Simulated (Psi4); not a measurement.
**TlBr (SMILES [Br][Tl]) at 4 levels**

Aim: a comparison of 4 runs (BHLYP/def2-TZVPPD, M06-2X/def2-TZVPPD, wB97M-V/def2-TZVPPD, wB97X/def2-TZVPPD) of TlBr. 

Program for the calculation: Psi4 1.11.

1 further run of the same task is left out (set aside as unsound or not needed).

## (1) Starting point

TlBr has 2 atoms, charge 0, and is taken as a singlet. As SMILES, `[Br][Tl]`. The Br1–Tl2 distance was set to 3.927 Å, away from the relaxed value.

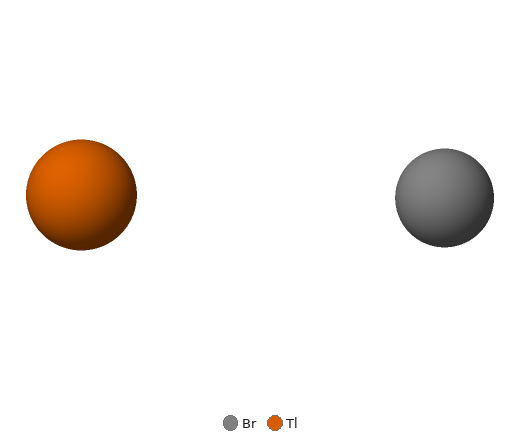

The structure, seen from a chosen angle (bromine grey, thallium orange).

## (2) Energy and forces at BHLYP/def2-TZVPPD (core potential) (run 1)

The input, brtl.inp:

```
memory 1.6 GB

molecule geom {
  0 1
  Br     0.000000     0.000000    -1.309109
  Tl     0.000000     0.000000     2.618191
  units angstrom
  symmetry c1
  no_reorient
  no_com
}

set {
  basis                def2-TZVPPD
  puream               true
  e_convergence        1e-09
  d_convergence        1e-08
  scf_type             pk
  dft_radial_points    99
  dft_spherical_points 590
}

E, wfn = gradient('bhhlyp', return_wfn=True)
oeprop(wfn, 'MULLIKEN_CHARGES', 'LOWDIN_CHARGES', 'MAYER_INDICES', title='BHHLYP')
```

Run with:

```
$ psi4 -i brtl.inp -o brtl.out -n 1
```

brtl.out:

```text
[...]
  Running in c1 symmetry.
[...]
  Nuclear repulsion =   99.036297161523194
[...]
  Multiplicity = 1
[...]
  Nalpha       = 28
  Nbeta        = 28
[...]
    Number of basis functions: 113
[...]
   @RKS iter   1: -2746.12862296429284   -2.25154e+00   1.34963e-02 ADIIS/DIIS
[...]
   @RKS iter  13: -2746.56768803413706   -3.01043e-10   9.09469e-09 DIIS
[...]
  @RKS Final Energy: -2746.56768803413706
   => Energetics <=
    Nuclear Repulsion Energy =             99.0362971615231942
    One-Electron Energy =               -4084.8471830965722802
    Two-Electron Energy =                1293.6272272190112744
    DFT Exchange-Correlation Energy =     -54.3840293180993015
    Empirical Dispersion Energy =           0.0000000000000000
    VV10 Nonlocal Energy =                  0.0000000000000000
    Total Energy =                      -2746.5676880341370634
[...]
 Multipole Moments:
 ------------------------------------------------------------------------------------
     Multipole            Electronic (a.u.)      Nuclear  (a.u.)        Total (a.u.)
 ------------------------------------------------------------------------------------
 L = 1.  Multiply by 2.5417464519 to convert [e a0] to [Debye]
 Dipole X            :         -0.0000000            0.0000000           -0.0000000
 Dipole Y            :          0.0000003            0.0000000            0.0000003
 Dipole Z            :        -12.1007755           17.3159309            5.2151554
 Magnitude           :                                                    5.2151554
[...]
  -Total Gradient:
     Atom            X                  Y                   Z
    ------   -----------------  -----------------  -----------------
       1        0.000000000094    -0.000000000688    -0.025104520832
       2       -0.000000000093     0.000000000688     0.025105614789
[...]
```

Wall time 42 s (1 thread of Intel Xeon Platinum 8259CL at 2.50GHz (Skylake/Cascade Lake), shared host); peak memory 0.65 GiB.

## (3) Energy and forces at M06-2X/def2-TZVPPD (core potential) (run 2)

The input, brtl.py:

```python
import psi4

psi4.set_memory(1600000000)
psi4.set_num_threads(1)
psi4.core.set_output_file('output.dat', False)

molecule = psi4.geometry("""
0 1
Br     0.000000     0.000000    -1.309109
Tl     0.000000     0.000000     2.618191
units angstrom
symmetry c1
no_reorient
no_com
""")

psi4.set_options({
    'basis': 'def2-TZVPPD',
    'reference': 'rks',
    'puream': True,
    'e_convergence': 1e-09,
    'd_convergence': 1e-08,
    'scf_type': 'pk',
    'dft_radial_points': 99,
    'dft_spherical_points': 590,
})

result = psi4.gradient("M06-2X")
print('gradient / Eh bohr^-1')
print(result.np.round(6))
```

Run with:

```
$ python brtl.py
```

output.dat:

```text
[...]
  Running in c1 symmetry.
[...]
  Nuclear repulsion =   99.036297161523194
[...]
  Multiplicity = 1
[...]
  Nalpha       = 28
  Nbeta        = 28
[...]
    Number of basis functions: 113
[...]
   @RKS iter   1: -2746.18979839181156   -2.24864e+00   1.34984e-02 DIIS/ADIIS
[...]
   @RKS iter  14: -2746.62104456199313   -6.82121e-12   2.25532e-09 DIIS
[...]
  @RKS Final Energy: -2746.62104456199313
   => Energetics <=
    Nuclear Repulsion Energy =             99.0362971615231942
    One-Electron Energy =               -4084.8296671799889737
    Two-Electron Energy =                1289.4733511077126877
    DFT Exchange-Correlation Energy =     -50.3010256512397476
    Empirical Dispersion Energy =           0.0000000000000000
    VV10 Nonlocal Energy =                  0.0000000000000000
    Total Energy =                      -2746.6210445619926759
[...]
 Multipole Moments:
 ------------------------------------------------------------------------------------
     Multipole            Electronic (a.u.)      Nuclear  (a.u.)        Total (a.u.)
 ------------------------------------------------------------------------------------
 L = 1.  Multiply by 2.5417464519 to convert [e a0] to [Debye]
 Dipole X            :          0.0000001            0.0000000            0.0000001
 Dipole Y            :         -0.0000003            0.0000000           -0.0000003
 Dipole Z            :        -12.0365844           17.3159309            5.2793465
 Magnitude           :                                                    5.2793465
[...]
  -Total Gradient:
     Atom            X                  Y                   Z
    ------   -----------------  -----------------  -----------------
       1       -0.000000000132     0.000000000588    -0.025893835488
       2        0.000000000094    -0.000000000420     0.026990404483
[...]
```

The script printed:

```text
gradient / Eh bohr^-1
[[-0.        0.       -0.025894]
 [ 0.       -0.        0.02699 ]]
```

It took 69 s on 1 thread of Intel Xeon Platinum 8259CL at 2.50GHz (Skylake/Cascade Lake), shared host; peak memory 0.68 GiB.

Run 3 isn't shown in full; the table further down has it.

## (4) Energy and forces at wB97X/def2-TZVPPD (core potential) (run 4)

The input, brtl.xyz:

```xyz
2
BrTl
Br     0.000000     0.000000    -1.309109
Tl     0.000000     0.000000     2.618191
```

The input, run.py:

```python
import psi4

psi4.set_memory(1600000000)
psi4.set_num_threads(1)
psi4.set_output_file('brtl.out', False)

with open('brtl.xyz') as f:
    atoms = ''.join(f.readlines()[2:])
m = psi4.geometry('0 1\n' + atoms + 'symmetry c1')

options = {'basis': 'def2-TZVPPD', 'reference': 'rks', 'puream': True, 'e_convergence': 1e-09, 'd_convergence': 1e-08, 'scf_type': 'pk', 'dft_radial_points': 99, 'dft_spherical_points': 590}
psi4.set_options(options)

e, wfn = psi4.gradient("wb97x", return_wfn=True)
psi4.oeprop(wfn, "QUADRUPOLE", "LOWDIN_CHARGES", "MAYER_INDICES", title="WB97X")
print('gradient / Eh bohr^-1')
print(e.np.round(6))
print(f'energy = {wfn.energy():.10f} Eh')
```

Run with:

```
$ python run.py
```

brtl.out:

```text
[...]
  Running in c1 symmetry.
[...]
  Nuclear repulsion =   99.036297161523180
[...]
  Multiplicity = 1
[...]
  Nalpha       = 28
  Nbeta        = 28
[...]
    Number of basis functions: 113
[...]
   @RKS iter   1: -2746.32351690058840   -2.28608e+00   1.38026e-02 DIIS/ADIIS
[...]
   @RKS iter  13: -2746.75767147318129   -1.72804e-11   3.80267e-09 DIIS
[...]
    Orbital Energies [Eh]
    ---------------------
    Doubly Occupied:
       1A   -482.500308     2A    -62.377884     3A    -56.192887
       4A    -56.191762     5A    -56.191762     6A     -8.656302
       7A     -6.483980     8A     -6.480593     9A     -6.480593
      10A     -5.210747    11A     -3.192491    12A     -3.192491
      13A     -3.189203    14A     -2.609285    15A     -2.608414
      16A     -2.608414    17A     -2.605771    18A     -2.605768
      19A     -0.842780    20A     -0.842780    21A     -0.839097
      22A     -0.839097    23A     -0.837914    24A     -0.748502
      25A     -0.548703    26A     -0.288259    27A     -0.283158
      28A     -0.283158
[...]
  @RKS Final Energy: -2746.75767147318129
   => Energetics <=
    Nuclear Repulsion Energy =             99.0362971615231800
    One-Electron Energy =               -4084.4473796871079685
    Two-Electron Energy =                1321.0676085062245875
    DFT Exchange-Correlation Energy =     -82.4141974538209041
    Empirical Dispersion Energy =           0.0000000000000000
    VV10 Nonlocal Energy =                  0.0000000000000000
    Total Energy =                      -2746.7576714731812899
[...]
  -Total Gradient:
     Atom            X                  Y                   Z
    ------   -----------------  -----------------  -----------------
       1        0.000000000064    -0.000000000083    -0.026195111204
       2        0.000000000048    -0.000000000059     0.024673052017
[...]
```

Standard output:

```text
gradient / Eh bohr^-1
[[ 0.       -0.       -0.026195]
 [ 0.       -0.        0.024673]]
energy = -2746.7576714732 Eh
```

Run time: 88 s. Hardware: 1 thread of Intel Xeon Platinum 8259CL at 2.50GHz (Skylake/Cascade Lake), shared host; peak memory 0.8 GiB.

## (5) Overview of the runs

```csv
run,level,task,energy (Eh),dipole moment (D),HOMO energy (eV),LUMO energy (eV),wall time
1,BHLYP/def2-TZVPPD (core potential),gradient,-2746.567688,13.26,-6.52,-2.71,42 s
2,M06-2X/def2-TZVPPD (core potential),gradient,-2746.621045,13.42,-6.58,-2.61,69 s
3,wB97M-V/def2-TZVPPD (core potential),energy,-2746.470440,13.50,-7.60,-1.77,57 s
4,wB97X/def2-TZVPPD (core potential),gradient,-2746.757671,13.59,-7.71,-1.56,88 s
```

## (6) Summary of results

| quantity | value |
| --- | --- |
| run 4: total energy | -2746.75767 Eh |
| run 4: dipole moment | 13.59 D |
| run 4: HOMO energy | -7.71 eV |
| run 4: LUMO energy | -1.56 eV |
| run 4: HOMO–LUMO gap | 6.15 eV |
| run 4: largest force on an atom | 1.347 eV/Å |

In words: The dipole moment (its size) runs from 13.26 D (BHLYP/def2-TZVPPD) to 13.59 D (wB97X/def2-TZVPPD). The HOMO–LUMO gap runs from 3.81 eV (BHLYP/def2-TZVPPD) to 6.15 eV (wB97X/def2-TZVPPD). Totals of different functionals can't be ranked against each other. All runs together took 4.3 min, the longest 88 s.
